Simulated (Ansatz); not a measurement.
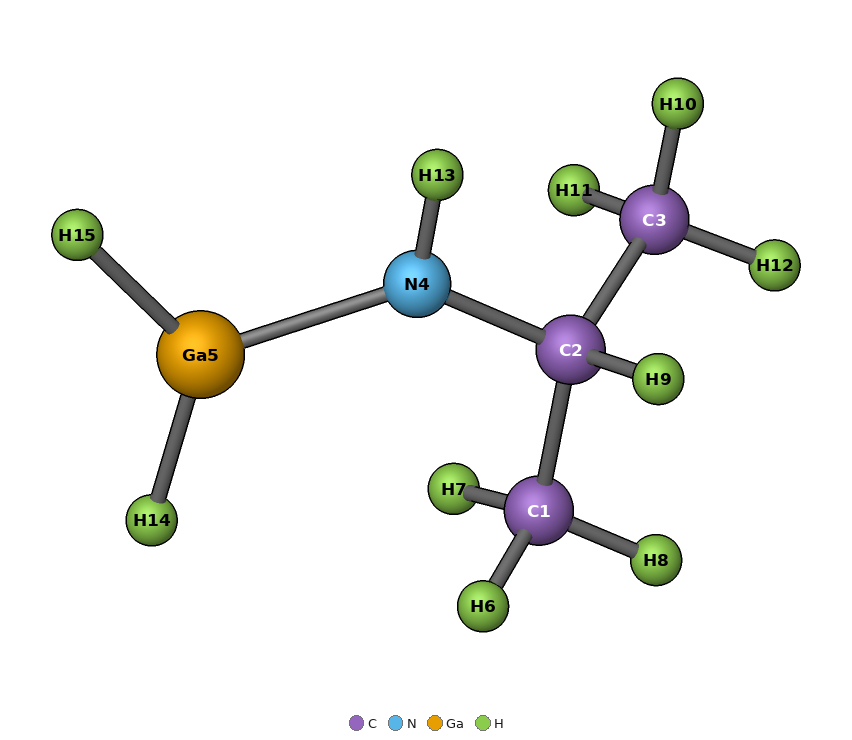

Sticks follow a distance rule. Harmonic vibrations computed with RKS PBE0-D4/def2-TZVP (Ansatz 0.2.0) at a stationary point of the same level.

### How many imaginary frequencies does it have?

A minimum: no imaginary frequency, and the lowest mode lies at 60 cm⁻¹.

### List the wavenumbers.

39 modes: 60, 176, 213, 252, 286, 345, 383, 461, 546, 559, 605, 678, 740, 862, 925, 958, 1028, 1124, 1162, 1223, 1325, 1356, 1386, 1402, 1432, 1474, 1480, 1489, 1497, 1989, 2008, 2969, 3038, 3045, 3114, 3116, 3121, 3133, 3593 cm⁻¹.
